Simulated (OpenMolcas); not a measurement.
## Single-point calculation, with input and output: GeH3

GeH3, multiplicity 2, SMILES [GeH3], set up with RASPT2/STO-3G (OpenMolcas 26.06).

The geometry comes from this level: PBE0-D4/def2-TZVP.

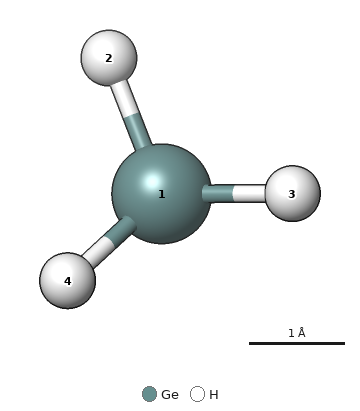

*The structure (ball-and-stick view, seen at a tilt; atoms are numbered from 1 in the order of the input). Sticks mark near contacts.*

Bond lengths as drawn: Ge–H 1.54 Å.

What the run reported

- outcome: refused by the program
- basis functions: 21
- hardware: 1 thread of Arm Neoverse V1, 24 GiB of memory available, shared host

Diagnosis

The program refused the input.

Input
```
* GeH3 RASPT2
&GATEWAY
COORD
geom.xyz
BASIS
STO-3G
GROUP
NoSym
RICD
&SEWARD
&RASSCF
FILEORB
$CurrDir/step2.RasOrb
SPIN
2
NACTEL
9 1 1
INACTIVE
13
RAS1
4
RAS2
1
RAS3
7
ORBLISTING
Nothing
&CASPT2
```

File geom.xyz
```
4

Ge     0.214600    -0.125900    -0.249400
H      1.055000     0.109600     1.018300
H     -0.882800    -1.175900    -0.000100
H     -0.386800     1.192200    -0.768800
```

Launched with:
```bash
export MOLCAS_MEM=1860
pymolcas step6.input > step6.log
```

The program's output
```
--- Start Module: gateway ---

                                              &GATEWAY

                       available to each process: 1.9 GB of memory, 1 thread

++    Symmetry information:
      ---------------------

                    Character Table for C1

                             E
                    a        1  x, y, xy, Rz, z, xz, Ry, yz, Rx, I
--

++    Basis set information:
      ----------------------

      Basis set label: GE.STO-3G.........

      Electronic valence basis set:
      ------------------
      Associated Effective Charge  32.000000 au
      Associated Actual Charge     32.000000 au
      Nuclear Model: Point charge

      Shell  nPrim  nBasis  Cartesian Spherical Contaminant
         s      12       4        X
         p       9       3        X
         d       3       1                 X

      Basis set label: H.STO-3G.........

      Electronic valence basis set:
      ------------------
      Associated Effective Charge   1.000000 au
      Associated Actual Charge      1.000000 au
      Nuclear Model: Point charge

      Shell  nPrim  nBasis  Cartesian Spherical Contaminant
         s       3       1        X
--

++    Molecular structure info:
      -------------------------

                    ************************************************
                    **** Cartesian Coordinates / bohr, angstrom ****
                    ************************************************

     Center  Label                x              y              z                     x              y              z
        1      GE1              0.405535      -0.237917      -0.471298              0.214600      -0.125900      -0.249400
        2      H2               1.993661       0.207114       1.924308              1.055000       0.109600       1.018300
        3      H3              -1.668250      -2.222129      -0.000189             -0.882800      -1.175900      -0.000100
        4      H4              -0.730946       2.252931      -1.452821             -0.386800       1.192200      -0.768800

                    ***************************************
                    *    InterNuclear Distances / bohr    *
                    ***************************************

               1 GE1           2 H2            3 H3            4 H4
    1 GE1      0.000000
    2 H2       2.908457        0.000000
    3 H3       2.908544        4.797343        0.000000
    4 H4       2.908488        4.797276        4.797379        0.000000

                    *******************************************
                    *    InterNuclear Distances / angstrom    *
                    *******************************************

               1 GE1           2 H2            3 H3            4 H4
    1 GE1      0.000000
    2 H2       1.539089        0.000000
    3 H3       1.539135        2.538645        0.000000
    4 H4       1.539106        2.538609        2.538664        0.000000

                    **************************************
                    *    Valence Bond Angles / degree    *
                    **************************************
                          Atom centers                 Phi
                      2 H2       1 GE1      3 H3       111.12
                      2 H2       1 GE1      4 H4       111.12
                      3 H3       1 GE1      4 H4       111.12
--

            Nuclear Potential Energy             33.63209284 au

--- Stop Module: gateway /rc=_RC_ALL_IS_WELL_ ---

--- Start Module: seward ---

                                              &SEWARD

                       available to each process: 1.9 GB of memory, 1 thread

               SEWARD will generate:
                  Multipole Moment integrals up to order  2
                  Kinetic Energy integrals
                  Nuclear Attraction integrals (point charge)
                  One-Electron Hamiltonian integrals
                  Velocity integrals
                  Orbital angular momentum around (  0.3843  -0.2255  -0.4466 )
                  Velocity quadrupole around (  0.3843  -0.2255  -0.4466 )
                  RI decomposed two-electron repulsion integrals stored Cholesky style
                   - acCD auxiliary basis
                   - CD Threshold:   1.00E-04

                   Integrals are discarded if absolute value <: 1.00E-14
                   Integral cutoff threshold is set to       <: 1.00E-16

            Nuclear Potential Energy             33.63209284 au

      Basis set specifications :
      Symmetry species         a
      Basis functions           21

--- Stop Module: seward /rc=_RC_ALL_IS_WELL_ ---

--- Start Module: rasscf ---

                                              &RASSCF

                       available to each process: 1.9 GB of memory, 1 thread

 ****************** ERROR *******************
 ###############################################################################
 ###    ERROR: Erroneous nr of orbitals.                                     ###
 ###############################################################################
 Inappropriate nr of orbitals. One or more of
 these orbital counts is wrong or too large.
  Negative values.
    All orbitals:  21
          Frozen:   0
        Inactive:  13
          Active:  12
           RAS-1:   4
           RAS-2:   1
           RAS-3:   7
       Secondary:  -4
         Deleted:   0
 Basis functions:  21
  Have you used a too small basis set?
 ********************************************
--- Stop Module: rasscf /rc=_RC_INPUT_ERROR_ ---

.####################.
.# User input error #.
.####################.

    Timing: Wall=0.95 User=0.80 System=0.14
```
